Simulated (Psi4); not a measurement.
# C3H5F (allyl fluoride) at HF/def2-SVP

What is the vertical singlet–triplet gap of C3H5F (allyl fluoride) at HF/def2-SVP? 

The calculation is run with Psi4 1.11.

2 further runs of the same task are left out: 2 set aside as unsound or not needed.

## Step 1: Starting point

The species is C3H5F (9 atoms), meant as a singlet with charge 0. As SMILES, `C=CCF`. The shape is that of a PBE0-D4/def2-TZVP optimisation. This is one conformer, not always the lowest.

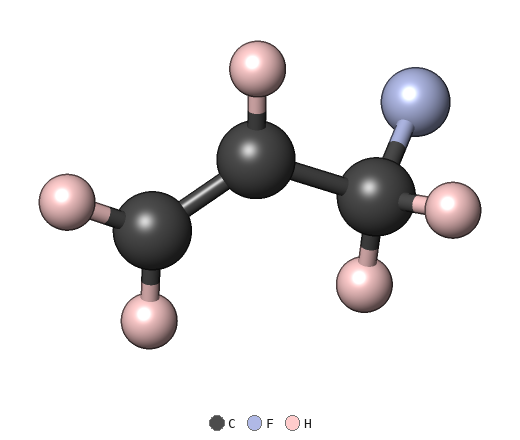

The structure, seen from a chosen angle (carbon dark grey, fluorine light blue, hydrogen pink).

## Step 2: Energy and gradient at HF/def2-SVP

File input.dat:

```
memory 1.6 GB

molecule {
  0 1
  C     -0.578000     1.122500    -0.608000
  C      0.352500     0.215400    -0.353400
  C      0.200500    -0.852800     0.668500
  F      0.430500    -2.098200     0.102300
  H     -0.422500     1.909200    -1.336700
  H     -1.531700     1.114000    -0.089100
  H      1.299800     0.230700    -0.886500
  H      0.929800    -0.730800     1.477200
  H     -0.806800    -0.852300     1.094700
  symmetry c1
}

set globals {
  puream        true
  e_convergence 1e-09
  d_convergence 1e-08
  scf_type      pk
}

E, wfn = gradient('hf/def2-SVP', return_wfn=True)
```

Started as:

```
psi4 -i input.dat -o output.dat -n 1
```

output.dat, shortened:

```text
[...]
  Running in c1 symmetry.
[...]
  Nuclear repulsion =  114.580608246719862
[...]
  Multiplicity = 1
[...]
  Nalpha       = 16
  Nbeta        = 16
[...]
    Number of basis functions: 81
[...]
   @RHF iter   1:  -215.68054943572832   -6.97006e-01   4.27826e-03 ADIIS/DIIS
[...]
   @RHF iter  12:  -215.75517606244276   -2.81375e-12   4.39090e-09 DIIS
[...]
    Orbital Energies [Eh]
    ---------------------
    Doubly Occupied:
       1A    -26.259840     2A    -11.315739     3A    -11.247006
       4A    -11.244912     5A     -1.555110     6A     -1.072591
       7A     -0.930508     8A     -0.783196     9A     -0.704968
      10A     -0.685754    11A     -0.670842    12A     -0.618756
      13A     -0.572301    14A     -0.523301    15A     -0.501482
      16A     -0.387823
[...]
  @RHF Final Energy:  -215.75517606244276
   => Energetics <=
    Nuclear Repulsion Energy =            114.5806082467198621
    One-Electron Energy =                -522.5233101700548559
    Two-Electron Energy =                 192.1875258608922366
    Total Energy =                       -215.7551760624427573
[...]
 Multipole Moments:
 ------------------------------------------------------------------------------------
     Multipole            Electronic (a.u.)      Nuclear  (a.u.)        Total (a.u.)
 ------------------------------------------------------------------------------------
 L = 1.  Multiply by 2.5417464519 to convert [e a0] to [Debye]
 Dipole X            :          1.2295656           -1.3622171           -0.1326515
 Dipole Y            :         -4.7721099            5.5635044            0.7913945
 Dipole Z            :          0.0664824            0.2285317            0.2950141
 Magnitude           :                                                    0.8549473
[...]
  -Total Gradient:
     Atom            X                  Y                   Z
    ------   -----------------  -----------------  -----------------
       1       -0.002956871240     0.002206310597    -0.000903712166
       2        0.001926485626    -0.005804292733     0.004880563049
       3       -0.001452495618     0.017252151836    -0.001444165235
       4        0.002622311342    -0.015264255874    -0.006624718217
       5        0.000238201869     0.000684319670    -0.000506330475
       6       -0.000716531047    -0.000600554492     0.001003927470
       7        0.001300461104    -0.000193234802    -0.000392060519
       8        0.002574199690     0.000784597448     0.002814267040
       9       -0.003535761726     0.000934958349     0.001172229053
[...]
```

Run time: 5.4 s. Hardware: 1 thread of Intel Xeon Platinum 8259CL at 2.50GHz (Skylake/Cascade Lake), shared host; peak memory 0.27 GiB.

## Step 3: The triplet, same level

File run.py:

```python
import psi4

psi4.set_memory('1600 MB')
psi4.set_num_threads(1)
psi4.core.set_output_file('output.dat', False)

molecule = psi4.geometry("""
0 3
C     -0.578000     1.122500    -0.608000
C      0.352500     0.215400    -0.353400
C      0.200500    -0.852800     0.668500
F      0.430500    -2.098200     0.102300
H     -0.422500     1.909200    -1.336700
H     -1.531700     1.114000    -0.089100
H      1.299800     0.230700    -0.886500
H      0.929800    -0.730800     1.477200
H     -0.806800    -0.852300     1.094700
symmetry c1
""")

psi4.set_options({
    'basis': 'def2-SVP',
    'reference': 'uhf',
    'puream': True,
    'e_convergence': 1e-09,
    'd_convergence': 1e-08,
    'scf_type': 'pk',
    'maxiter': 200,
})

result = psi4.gradient("scf")
print('gradient / Eh bohr^-1')
print(result.np.round(6))
for k, v in sorted(psi4.core.scalar_variables().items()):
    print(f'{k:45s} {v:18.10f}')
```

Started as:

```
python run.py
```

output.dat, shortened:

```text
[...]
  Running in c1 symmetry.
[...]
  Nuclear repulsion =  114.580608246719862
[...]
  Multiplicity = 3
[...]
  Nalpha       = 17
  Nbeta        = 15
[...]
    Number of basis functions: 81
[...]
   @UHF iter   1:  -215.42255591793321   -4.39012e-01   5.22727e-03 DIIS/ADIIS
[...]
   @UHF iter  16:  -215.62584971255910   -2.18847e-12   4.94978e-09 DIIS
[...]
   @S^2 Observed:                2.019473962E+00
[...]
  @UHF Final Energy:  -215.62584971255910
   => Energetics <=
    Nuclear Repulsion Energy =            114.5806082467198621
    One-Electron Energy =                -522.4019676632599385
    Two-Electron Energy =                 192.1955097039809743
    Total Energy =                       -215.6258497125591020
  UHF NO Occupations:
  HONO-2 :   15  A 1.9958707
  HONO-1 :   16  A 1.0000000
[...]
 Multipole Moments:
 ------------------------------------------------------------------------------------
     Multipole            Electronic (a.u.)      Nuclear  (a.u.)        Total (a.u.)
 ------------------------------------------------------------------------------------
 L = 1.  Multiply by 2.5417464519 to convert [e a0] to [Debye]
 Dipole X            :          1.2506613           -1.3622171           -0.1115558
 Dipole Y            :         -4.7610050            5.5635044            0.8024993
 Dipole Z            :          0.0514809            0.2285317            0.2800127
 Magnitude           :                                                    0.8572380
[...]
  -Total Gradient:
     Atom            X                  Y                   Z
    ------   -----------------  -----------------  -----------------
       1        0.157657877881    -0.155234641294     0.042648388025
       2       -0.157688011015     0.151021069739    -0.041167943587
       3       -0.005491425568     0.009183826841     0.005737790335
       4        0.002540498205    -0.010554485817    -0.007796089963
       5        0.002266788707     0.001199590427    -0.001976562409
       6       -0.001356066049    -0.001756922032     0.003150977199
       7        0.002285559719     0.001725805829    -0.001570232781
       8        0.002374320915     0.002908467577     0.000220620443
       9       -0.002589542794     0.001507288729     0.000753052739
[...]
```

Standard output:

```text
gradient / Eh bohr^-1
[[ 0.157658 -0.155235  0.042648]
 [-0.157688  0.151021 -0.041168]
 [-0.005491  0.009184  0.005738]
 [ 0.00254  -0.010554 -0.007796]
 [ 0.002267  0.0012   -0.001977]
 [-0.001356 -0.001757  0.003151]
 [ 0.002286  0.001726 -0.00157 ]
 [ 0.002374  0.002908  0.000221]
 [-0.00259   0.001507  0.000753]]
CURRENT ENERGY                                   -215.6258497126
CURRENT REFERENCE ENERGY                         -215.6258497126
DD SOLVATION ENERGY                                 0.0000000000
HF KINETIC ENERGY                                 215.5271503518
HF POTENTIAL ENERGY                              -431.1530000644
HF TOTAL ENERGY                                  -215.6258497126
HF VIRIAL RATIO                                     2.0004579440
NUCLEAR REPULSION ENERGY                          114.5806082467
ONE-ELECTRON ENERGY                              -522.4019676633
PCM POLARIZATION ENERGY                             0.0000000000
PE ENERGY                                           0.0000000000
SCF ITERATION ENERGY                             -215.6258497126
SCF ITERATIONS                                     16.0000000000
SCF TOTAL ENERGY                                 -215.6258497126
TWO-ELECTRON ENERGY                               192.1955097040
```

Run time: 5.7 s. Hardware: 1 thread of Intel Xeon Platinum 8259CL at 2.50GHz (Skylake/Cascade Lake), shared host; peak memory 0.27 GiB.

## Step 4: Outcome

Level: HF/def2-SVP.

| quantity | value |
| --- | --- |
| singlet: total energy | -215.75518 Eh |
| singlet: dipole moment | 2.17 D |
| singlet: HOMO energy | -10.55 eV |
| singlet: LUMO energy | 4.10 eV |
| singlet: HOMO–LUMO gap | 14.66 eV |
| singlet: largest force on an atom | 0.893 eV/Å |
| triplet: total energy | -215.62585 Eh |
| triplet: dipole moment | 2.18 D |
| triplet: HOMO energy (highest over α and β) | -6.89 eV |
| triplet: LUMO energy (lowest over α and β) | 0.89 eV |
| triplet: ⟨S²⟩ | 2.019 |
| triplet: largest force on an atom | 11.587 eV/Å |
| vertical energy of the triplet above the singlet | 3.519 eV |

At this shape the triplet lies 3.52 eV (340 kJ/mol) above the singlet. The largest force (singlet) is 0.89 eV/Å: the shape isn't a stationary point for this species at this level.
